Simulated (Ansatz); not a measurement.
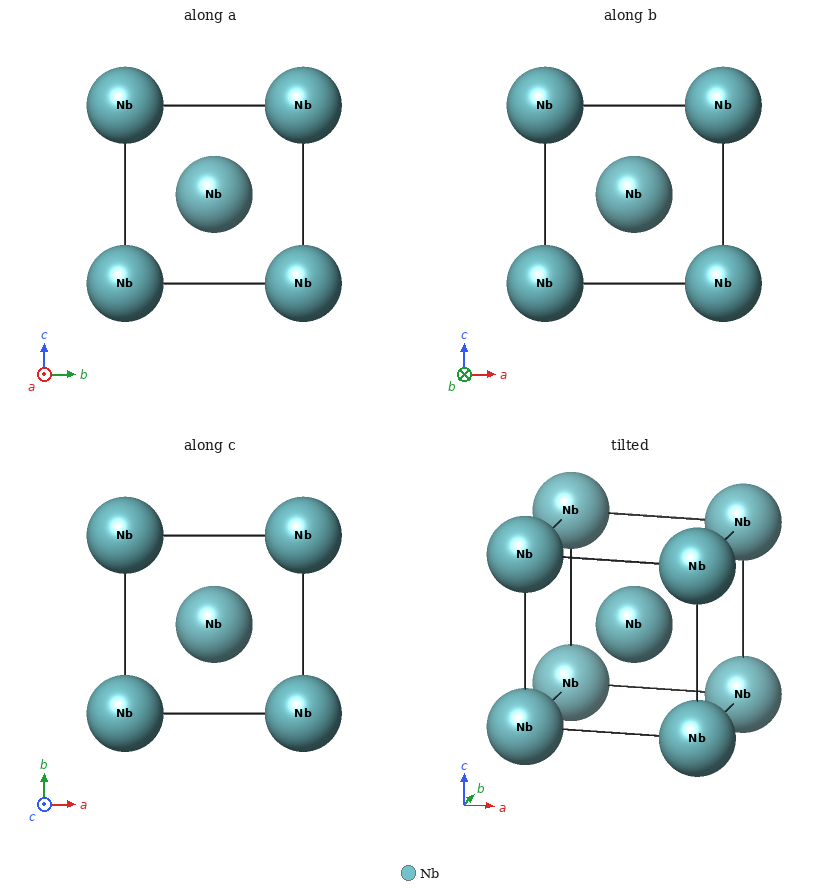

Structure drawing (spheres-only), viewed along the a axis, along the b axis, along the c axis and slightly off an axis. The conventional unit cell is drawn as a box.

Lattice parameters: a = 3.3104 Å, b = 3.3104 Å, c = 3.3104 Å, α = 90.000°, β = 90.000°, γ = 90.000°.

> Convert the drawing into a CIF in P1 with every atom of the cell.

```cif
data_structure
_symmetry_space_group_name_H-M 'P 1'
_symmetry_Int_Tables_number 1
_cell_length_a 3.3104
_cell_length_b 3.3104
_cell_length_c 3.3104
_cell_angle_alpha 90.000
_cell_angle_beta 90.000
_cell_angle_gamma 90.000
_cell_volume 36.28
loop_
_atom_site_label
_atom_site_type_symbol
_atom_site_fract_x
_atom_site_fract_y
_atom_site_fract_z
_atom_site_occupancy
Nb1 Nb 0.0000 0.0000 0.0000 1
Nb2 Nb 0.5000 0.5000 0.5000 1
```

The initial geometry was the standard structure of this element. Earlier steps of the study may have refined or changed the cell and positions. An electronic-structure calculation with Ansatz was run on it.
